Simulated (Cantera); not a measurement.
Input: 1 mol SiH4, 18 mol H2, 1.5 mol HCl, equilibrated at 0.0133 bar.

Cantera equilibrium calculation (NASA polynomials, part measured and part estimated; ideal gas, pure solids and liquids). Candidate condensed phases: Si; 19 gas species. The tables' values for SiCl, SiCl3 are old estimates; treat these amounts as uncertain. Gases not in the tables: Si2H6 and higher silanes. Kinetics and transport are ignored.

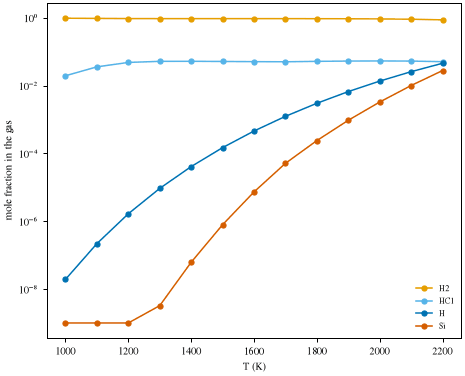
Figure: Equilibrium gas composition (values under 1e-9 drawn at 1e-9)

From 1000 K to 1600 K the condensed part is Si(s). From 1700 K to 2200 K the condensed part is Si(l). The main Si-bearing gas is SiCl4 at 1000 K and Si at 2200 K. The share of Si in condensed phases is highest at 1300 K (81.7 %) and lowest at 2200 K (13.2 %).
